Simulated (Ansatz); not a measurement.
# BH− (quartet): one geometry, many settings at distance B1–H2 = 1.651 Å

Aim: run BH− (quartet) at one geometry under a spread of methods and options, and see what each costs and gives.

Program: Ansatz 0.2.0, Gaussian basis. Level of theory: the settings change from run to run. These are calculated values, not measurements.

17 further runs of the same task are left out: 11 that didn't finish, 6 set aside as unsound or not needed.

## (1) The system

The geometry derives from a PBE0/def2-TZVPD stationary point (not a proven minimum). One bond is set to the value named and the two fragments are kept rigid.

2 atoms, charge -1, spin multiplicity 4.

Atoms are counted from 1 here; the program's logs count them from 0.

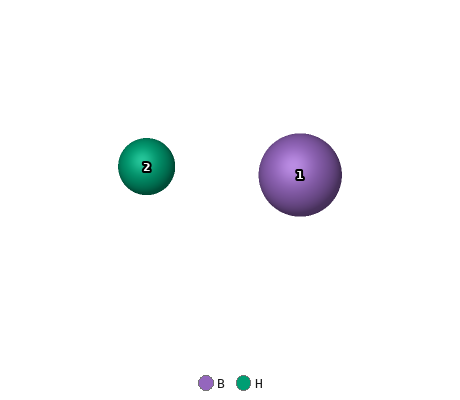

The structure; boron purple, hydrogen teal; atoms are numbered from 1 in the order of the file.

## (2) CCSD on ROHF/STO-3G

The input, in.yaml:

```yaml
crystal:
  periodic: [false, false, false]
  atoms:
    - {symbol: B, position_ang: [0.000000, 0.000000, 0.000000]}
    - {symbol: H, position_ang: [0.000000, 0.000000, 1.651000]}
basis:
  gaussian: {orbitals: STO-3G}
total_charge: -1
magnetization: {spin_polarized: false, initial_magnetization: 3}
correlation: {method: ccsd, electrons: outside_noble_gas}
scf: {omitted_lower_state_checks: [cluster_reference]}
```

Started as:

```bash
ansatz run in.yaml --threads 1 --pin off --events-out ev --progress --plain --max-ram 2393MiB
```

What it wrote:

```text
Functional definition: HF
  name "HF"
  cite "Fock, Z. Phys. 61, 126 (1930) doi:10.1007/BF01340294"
  parent pbe
  exchange = exact_x
  correlation = 0
these checks for a lower state are left out or cut short: cluster_reference
71 factors; integrals over basis functions are off by at most 5.3e-6 eV
mean field evaluation 1: about -663.2109 eV, gradient 8.0e0 eV
mean field evaluation 2: about -663.2275 eV, gradient 8.0e0 eV
mean field evaluation 4: about -665.0203 eV, gradient 3.5e0 eV
mean field evaluation 8: about -665.4739 eV, gradient 4.1e-2 eV
mean field -665.47388868 eV, -24.4557143347 hartree, gradient 7.7e-7 eV, S^2 3.750000; 0 other end points of the search recorded, 0 dependent functions left out
1 core orbitals not correlated: weight in the atoms' cores, before any rotation towards them, 1.000 or more for the frozen orbitals, at most 0.000 for the correlated occupied ones
reference -665.47388868 eV, -24.4557143347 hartree; 4, 1 occupied and 1, 4 virtual orbitals, 71 factors
second order -0.41721680 eV of doubles, -0.00579680 eV of singles
cycle   1  -0.59787578 eV  change   -1.7e-1 eV  update   4.8e-2
cycle   2  -0.76827788 eV  change   -1.7e-1 eV  update   2.7e-2
cycle   3  -0.77080617 eV  change   -2.5e-3 eV  update   5.6e-3
cycle   4  -0.77682551 eV  change   -6.0e-3 eV  update   2.7e-3
cycle   5  -0.77719104 eV  change   -3.7e-4 eV  update   1.2e-3
cycle   6  -0.77815340 eV  change   -9.6e-4 eV  update   3.7e-4
cycle   7  -0.77805745 eV  change    9.6e-5 eV  update   1.6e-4
cycle   8  -0.77802241 eV  change    3.5e-5 eV  update   7.1e-5
cycle   9  -0.77804879 eV  change   -2.6e-5 eV  update   4.1e-6
cycle  10  -0.77803847 eV  change    1.0e-5 eV  update   2.0e-6
cycle  11  -0.77803832 eV  change    1.5e-7 eV  update   3.5e-8
Total energy: -666.25192700 eV, -24.4843067155 hartree
Checks for a lower state left out: cluster_reference
```

Wall time 0.19 s (1 thread of AMD EPYC, shared host).

From the report: correlation -0.7780 eV; T1 0.024; largest double amplitude 0.11.

## (3) MP2 on UHF/def2-mTZVP

The input, in.yaml:

```yaml
crystal:
  periodic: [false, false, false]
  atoms:
    - {symbol: B, position_ang: [0.000000, 0.000000, 0.000000]}
    - {symbol: H, position_ang: [0.000000, 0.000000, 1.651000]}
basis:
  gaussian: {orbitals: def2-mTZVP, point_charges: [{charge: 1.00, position_ang: [2.922, -0.461, -0.565]}]}
total_charge: -1
magnetization: {spin_polarized: true, initial_magnetization: 3}
hamiltonian: {pseudopotentials: {relativity: scalar}}
correlation: {method: mp2, electrons: valence}
accuracy: high
scf: {lower_state_search: light}
```

Launched as before.

What it wrote:

```text
Functional definition: HF
  name "HF"
  cite "Fock, Z. Phys. 61, 126 (1930) doi:10.1007/BF01340294"
  parent pbe
  exchange = exact_x
  correlation = 0
374 factors; integrals over basis functions are off by at most 3.5e-9 eV
mean field evaluation 1: about -685.9569 eV, gradient 8.1e0 eV
mean field evaluation 2: about -685.9618 eV, gradient 8.1e0 eV
mean field evaluation 4: about -687.2449 eV, gradient 2.0e0 eV
mean field evaluation 8: about -687.4200 eV, gradient 1.7e-1 eV
mean field evaluation 16: about -687.4258 eV, gradient 2.3e-8 eV
mean field -687.42576716 eV, -25.2624309894 hartree, gradient 4.7e-8 eV, S^2 3.767128; 0 other end points of the search recorded, 0 dependent functions left out
1 core orbitals not correlated: weight in the atoms' cores, before any rotation towards them, 1.000 or more for the frozen orbitals, at most 0.000 for the correlated occupied ones
reference -687.42576716 eV, -25.2624309894 hartree; 4, 1 occupied and 17, 20 virtual orbitals, 374 factors
second order -1.29154899 eV of doubles, -0.00000000 eV of singles
Total energy: -688.71731616 eV, -25.3098945393 hartree
Relativity: scalar
```

Wall time 0.36 s (1 thread of AMD EPYC, shared host).

From the report: ⟨S²⟩ of the determinant 3.767 (pure quartet: 3.75).

## (4) BCCD on UHF/aug-cc-pVDZ

The input, in.yaml:

```yaml
crystal:
  periodic: [false, false, false]
  atoms:
    - {symbol: B, position_ang: [0.000000, 0.000000, 0.000000]}
    - {symbol: H, position_ang: [0.000000, 0.000000, 1.651000]}
basis:
  gaussian: {orbitals: aug-cc-pVDZ}
total_charge: -1
magnetization: {spin_polarized: true, initial_magnetization: 3}
correlation: {method: bccd, electrons: outside_noble_gas}
```

Same command.

What it wrote, cut to the lines that bear on the results:

```text
Functional definition: HF
  name "HF"
  cite "Fock, Z. Phys. 61, 126 (1930) doi:10.1007/BF01340294"
  parent pbe
[...]
315 factors; integrals over basis functions are off by at most 9.7e-4 eV
[...]
mean field -682.15288756 eV, -25.0686562381 hartree, gradient 6.0e-7 eV, S^2 3.756422; 4 other end points of the search recorded, 0 dependent functions left out
determinant -682.15288756 eV, -25.0686562381 hartree, with singles and doubles -684.38511305 eV, -25.1506890117 hartree
determinant -680.77586296 eV, -25.0180515173 hartree, with singles and doubles -682.70231594 eV, -25.0888473587 hartree
determinant -680.13970719 eV, -24.9946732238 hartree, with singles and doubles -681.98449821 eV, -25.0624680436 hartree
1 core orbitals not correlated: weight in the atoms' cores, before any rotation towards them, 1.000 or more for the frozen orbitals, at most 0.000 for the correlated occupied ones
reference -682.15288756 eV, -25.0686562381 hartree; 4, 1 occupied and 27, 30 virtual orbitals, 315 factors
second order -1.67332642 eV of doubles, -0.00000000 eV of singles
cycle   1  -2.22547107 eV  change   -9.0e-2 eV  update   2.2e-2
[...]
cycle  12  -2.23758510 eV  change   -1.1e-7 eV  update   2.7e-6
Total energy: -684.39047267 eV, -25.1508859739 hartree
```

Run time: 1.5 s. Hardware: 1 thread of AMD EPYC, shared host.

From the report: ⟨S²⟩ of the determinant 3.756 (pure quartet: 3.75); correlation -2.2376 eV; largest double amplitude 0.06.

## (5) BCCD(T) on UHF/STO-3G

The input, in.yaml:

```yaml
crystal:
  periodic: [false, false, false]
  atoms:
    - {symbol: B, position_ang: [0.000000, 0.000000, 0.000000]}
    - {symbol: H, position_ang: [0.000000, 0.000000, 1.651000]}
basis:
  gaussian: {orbitals: STO-3G}
total_charge: -1
magnetization: {spin_polarized: true, initial_magnetization: 3}
correlation: {method: bccd_t, electrons: outside_noble_gas}
scf: {lower_state_search: full}
output: {forces: true}
```

Same command.

What it wrote, cut to the lines that bear on the results:

```text
Functional definition: HF
  name "HF"
  cite "Fock, Z. Phys. 61, 126 (1930) doi:10.1007/BF01340294"
  parent pbe
[...]
71 factors; integrals over basis functions are off by at most 5.3e-6 eV
[...]
mean field -665.50405033 eV, -24.4568227548 hartree, gradient 2.6e-6 eV, S^2 3.762715; 4 other end points of the search recorded, 0 dependent functions left out
1 core orbitals not correlated: weight in the atoms' cores, before any rotation towards them, 1.000 or more for the frozen orbitals, at most 0.000 for the correlated occupied ones
reference -665.50405033 eV, -24.4568227548 hartree; 4, 1 occupied and 1, 4 virtual orbitals, 71 factors
second order -0.41784708 eV of doubles, -0.00000000 eV of singles
cycle   1  -0.58687862 eV  change   -1.7e-1 eV  update   4.5e-2
[...]
cycle  11  -0.74802813 eV  change   -1.6e-6 eV  update   3.5e-7
perturbative correction 0.00000000 eV, 0.0000000000 hartree
[...]
Total energy: -666.25207846 eV, -24.4843122815 hartree
Atom 0 at     0.000000     0.000000     0.000000 Å, force     0.000000     0.000000     4.381202 eV/Å
Atom 1 at     0.000000     0.000000     1.651000 Å, force    -0.000000     0.000000    -4.381202 eV/Å
Dipole moment:    -0.000000    -0.000000    -0.227462 e Å
```

Wall time 0.48 s (1 thread of AMD EPYC, shared host).

From the report: ⟨S²⟩ of the determinant 3.763 (pure quartet: 3.75); correlation -0.7480 eV; largest double amplitude 0.11.

## (6) CCSD(T) on ROHF/def2-SVPD

The input, in.yaml:

```yaml
crystal:
  periodic: [false, false, false]
  atoms:
    - {symbol: B, position_ang: [0.000000, 0.000000, 0.000000]}
    - {symbol: H, position_ang: [0.000000, 0.000000, 1.651000]}
basis:
  gaussian: {orbitals: def2-SVPD}
total_charge: -1
magnetization: {spin_polarized: false, initial_magnetization: 3}
correlation: {method: ccsd_t, electrons: valence}
scf: {omitted_lower_state_checks: [cluster_reference]}
output: {forces: true}
```

Launched as before.

What it wrote, cut to the lines that bear on the results:

```text
Functional definition: HF
  name "HF"
  cite "Fock, Z. Phys. 61, 126 (1930) doi:10.1007/BF01340294"
  parent pbe
[...]
282 factors; integrals over basis functions are off by at most 8.3e-4 eV
[...]
mean field -681.31965577 eV, -25.0380355344 hartree, gradient 1.1e-6 eV, S^2 3.750000; 4 other end points of the search recorded, 0 dependent functions left out
1 core orbitals not correlated: weight in the atoms' cores, before any rotation towards them, 1.000 or more for the frozen orbitals, at most 0.000 for the correlated occupied ones
reference -681.31965577 eV, -25.0380355344 hartree; 4, 1 occupied and 23, 26 virtual orbitals, 282 factors
second order -1.52716057 eV of doubles, -0.02621976 eV of singles
cycle   1  -1.87517754 eV  change   -3.2e-1 eV  update   5.8e-2
[...]
cycle  13  -2.06849672 eV  change   -1.1e-6 eV  update   1.0e-6
perturbative correction -0.06705989 eV, -0.0024644055 hartree
[...]
Total energy: -683.45521237 eV, -25.1165157922 hartree
Atom 0 at     0.000000     0.000000     0.000000 Å, force     0.000000     0.000000     2.944000 eV/Å
Atom 1 at     0.000000     0.000000     1.651000 Å, force    -0.000000     0.000000    -2.944000 eV/Å
Dipole moment:     0.000000    -0.000000     0.013739 e Å
Checks for a lower state left out: cluster_reference
```

Run time: 1.6 s. Hardware: 1 thread of AMD EPYC, shared host.

From the report: correlation -2.1356 eV; T1 0.038; largest double amplitude 0.06.

## (7) CCSD/aug-cc-pVDZ

The input, in.yaml:

```yaml
crystal:
  periodic: [false, false, false]
  atoms:
    - {symbol: B, position_ang: [0.000000, 0.000000, 0.000000]}
    - {symbol: H, position_ang: [0.000000, 0.000000, 1.651000]}
basis:
  gaussian: {orbitals: aug-cc-pVDZ}
total_charge: -1
magnetization: {spin_polarized: false, initial_magnetization: 3}
hamiltonian: {xc: {name: PBE}}
correlation: {method: ccsd, electrons: outside_noble_gas}
accuracy: high
scf: {omitted_lower_state_checks: [cluster_reference]}
```

Launched as before.

What it wrote, cut to the lines that bear on the results:

```text
Functional definition: PBE
  name "PBE"
  cite "Perdew, Burke & Ernzerhof, Phys. Rev. Lett. 77, 3865 (1996) doi:10.1103/PhysRevLett.77.3865"
  parent pbe
[...]
553 factors; integrals over basis functions are off by at most 2.6e-9 eV
[...]
mean field -685.53449788 eV, -25.1929281252 hartree, gradient 1.7e-8 eV, S^2 3.750000; 8 other end points of the search recorded, 0 dependent functions left out
1 core orbitals not correlated: weight in the atoms' cores, before any rotation towards them, 1.000 or more for the frozen orbitals, at most 0.000 for the correlated occupied ones
reference -681.81404344 eV, -25.0562039462 hartree; 4, 1 occupied and 27, 30 virtual orbitals, 553 factors
second order -1.95303954 eV of doubles, -0.16458021 eV of singles
cycle   1  -2.42072367 eV  change   -3.0e-1 eV  update   5.1e-2
[...]
cycle  27  -2.54710711 eV  change  -1.1e-10 eV  update  3.4e-10
Total energy: -684.36115055 eV, -25.1498084061 hartree
Checks for a lower state left out: cluster_reference
```

Run time: 6.5 s. Hardware: 1 thread of AMD EPYC, shared host.

From the report: correlation -2.5471 eV; T1 0.033; largest double amplitude 0.06. The orbitals are Kohn-Sham ones, so correlation energy and T1 don't compare with those on Hartree-Fock orbitals.

## (8) HF/aug-cc-pVDZ

The input, in.yaml:

```yaml
crystal:
  periodic: [false, false, false]
  atoms:
    - {symbol: B, position_ang: [0.000000, 0.000000, 0.000000]}
    - {symbol: H, position_ang: [0.000000, 0.000000, 1.651000]}
basis:
  gaussian: {orbitals: aug-cc-pVDZ}
total_charge: -1
magnetization: {spin_polarized: false, initial_magnetization: 3}
hamiltonian: {xc: hf}
output: {orbitals: {seedname: orbitals}}
```

Same command.

What it wrote:

```text
Functional definition: HF
  name "HF"
  cite "Fock, Z. Phys. 61, 126 (1930) doi:10.1007/BF01340294"
  parent pbe
  exchange = exact_x
  correlation = 0
352 factors; their error is unknown
mean field evaluation 1: about -675.6261 eV, gradient 1.5e1 eV
mean field evaluation 2: about -679.8456 eV, gradient 1.6e1 eV
mean field evaluation 4: about -681.6025 eV, gradient 4.2e0 eV
mean field evaluation 8: about -682.0761 eV, gradient 3.2e-1 eV
mean field evaluation 16: about -675.6093 eV, gradient 1.5e1 eV
mean field evaluation 32: about -673.2247 eV, gradient 1.4e1 eV
mean field evaluation 64: about -674.3526 eV, gradient 6.7e0 eV
mean field -682.11577354 eV, -25.0672923228 hartree, gradient 1.2e-5 eV, S^2 3.750000; 0 other end points of the search recorded, 0 dependent functions left out
reference -682.11577354 eV, -25.0672923228 hartree; 5, 2 occupied and 27, 30 virtual orbitals, 352 factors
Total energy: -682.11577354 eV, -25.0672923228 hartree
```

Wall time 0.3 s (1 thread of AMD EPYC, shared host).

## (9) CISDTQ/def2-SVP

The input, in.yaml:

```yaml
crystal:
  periodic: [false, false, false]
  atoms:
    - {symbol: B, position_ang: [0.000000, 0.000000, 0.000000]}
    - {symbol: H, position_ang: [0.000000, 0.000000, 1.651000]}
basis:
  gaussian: {orbitals: def2-SVP}
total_charge: -1
magnetization: {spin_polarized: false, initial_magnetization: 3}
correlation: {active_space: {ras: {orbitals: [1, 3, 14], electrons: 5, max_holes: 4, max_particles: 4}, fixed_orbitals: true}}
```

The command is unchanged.

What it wrote:

```text
Functional definition: HF
  name "HF"
  cite "Fock, Z. Phys. 61, 126 (1930) doi:10.1007/BF01340294"
  parent pbe
  exchange = exact_x
  correlation = 0
199 factors; integrals over basis functions are off by at most 1.1e-3 eV
mean field evaluation 1: about -679.3509 eV, gradient 8.9e0 eV
mean field evaluation 2: about -679.3575 eV, gradient 8.9e0 eV
mean field evaluation 4: about -680.9376 eV, gradient 2.3e0 eV
mean field evaluation 8: about -681.2610 eV, gradient 8.5e-2 eV
mean field -681.26116122 eV, -25.0358858994 hartree, gradient 1.5e-6 eV, S^2 3.750000; 0 other end points of the search recorded, 0 dependent functions left out
reference -681.26116122 eV, -25.0358858994 hartree; 5, 2 occupied and 14, 17 virtual orbitals, 199 factors
state -683.18017633 eV, -25.1064084041 hartree
Total energy: -683.18017633 eV, -25.1064084041 hartree
```

It took 1.8 s on 1 thread of AMD EPYC, shared host.

From the report: 10,395 determinants.

## (10) CCSDT(Q)/B on UHF/6-31++G**

The input, in.yaml:

```yaml
crystal:
  periodic: [false, false, false]
  atoms:
    - {symbol: B, position_ang: [0.000000, 0.000000, 0.000000]}
    - {symbol: H, position_ang: [0.000000, 0.000000, 1.651000]}
basis:
  gaussian: {orbitals: "6-31++G**"}
total_charge: -1
magnetization: {spin_polarized: true, initial_magnetization: 3}
correlation: {method: ccsdt_q_b, electrons: outside_noble_gas}
output: {forces: true}
```

Launched as before.

What it wrote, cut to the lines that bear on the results:

```text
Functional definition: HF
  name "HF"
  cite "Fock, Z. Phys. 61, 126 (1930) doi:10.1007/BF01340294"
  parent pbe
[...]
380 factors; integrals over basis functions are off by at most 2.4e-7 eV
[...]
mean field -682.02555984 eV, -25.0639770306 hartree, gradient 1.8e-6 eV, S^2 3.754199; 5 other end points of the search recorded, 0 dependent functions left out
determinant -682.02555984 eV, -25.0639770306 hartree, with singles and doubles -683.94659498 eV, -25.1345737699 hartree
determinant -680.13237633 eV, -24.9944038199 hartree, with singles and doubles -681.99098533 eV, -25.0627064407 hartree
determinant -679.26261032 eV, -24.9624405085 hartree, with singles and doubles -680.92112449 eV, -25.0233897801 hartree
determinant -679.09401502 eV, -24.9562447454 hartree, with singles and doubles -680.83365775 eV, -25.0201754369 hartree
1 core orbitals not correlated: weight in the atoms' cores, before any rotation towards them, 1.000 or more for the frozen orbitals, at most 0.000 for the correlated occupied ones
reference -682.02555984 eV, -25.0639770306 hartree; 4, 1 occupied and 20, 23 virtual orbitals, 380 factors
second order -1.45036134 eV of doubles, -0.00000000 eV of singles
cycle   1  -1.71901014 eV  change   -2.7e-1 eV  update   6.4e-2
[...]
cycle  17  -2.01590738 eV  change   -5.4e-7 eV  update   2.8e-7
perturbative correction -0.00256524 eV, -0.0000942707 hartree
[...]
Total energy: -684.04403246 eV, -25.1381545312 hartree
Atom 0 at     0.000000     0.000000     0.000000 Å, force    -0.000000    -0.000000     3.063128 eV/Å
Atom 1 at     0.000000     0.000000     1.651000 Å, force     0.000000    -0.000000    -3.063128 eV/Å
Dipole moment:     0.000000     0.000000     0.062903 e Å
```

It took 16 s on 1 thread of AMD EPYC, shared host.

From the report: ⟨S²⟩ of the determinant 3.754 (pure quartet: 3.75); correlation -2.0185 eV; T1 0.040; largest double amplitude 0.09.

## (11) All runs side by side

Where basis and cores are those of an earlier FCI/aug-cc-pVDZ run (-684.5192 eV), and the state is the same kind, the miss against it is given.

```tsv
level	correlated	functions	energy (eV)	from FCI (meV)	time
CCSD on ROHF/STO-3G	outside noble gas	6	-666.2519		0.19 s
MP2 on UHF/def2-mTZVP (beside a point charge, relativity set)	valence	22	-688.7173		0.36 s
BCCD on UHF/aug-cc-pVDZ	outside noble gas	32	-684.3905	128.7	1.5 s
BCCD(T) on UHF/STO-3G	outside noble gas	6	-666.2521		0.48 s
CCSD(T) on ROHF/def2-SVPD	valence	28	-683.4552		1.6 s
CCSD/aug-cc-pVDZ (on PBE orbitals)	outside noble gas	32	-684.3612	158.0	6.5 s
HF/aug-cc-pVDZ		32	-682.1158	2403.4	0.3 s
CISDTQ/def2-SVP	outside noble gas	19	-683.1802		1.8 s
CCSDT(Q)/B on UHF/6-31++G**	outside noble gas	25	-684.0440		16 s
```

## (12) What came out

| quantity | value |
| --- | --- |
| runs | 9 |
| quickest | CCSD on ROHF/STO-3G, 0.19 s |
| slowest | CCSDT(Q)/B on UHF/6-31++G**, 16 s |

What this shows: Total energies in different bases, with other cores or another treatment of relativity can't be set against each other. CCSDT(Q)/B on UHF/6-31++G** took 84 times as long as CCSD on ROHF/STO-3G; the jobs differ in more than the method. Among the correlated runs with a miss given, it spans +129 to +158 meV. Hartree-Fock, CASSCF and CASCI lack dynamic correlation by design. Cores frozen from Kohn-Sham orbitals shift the total energy.
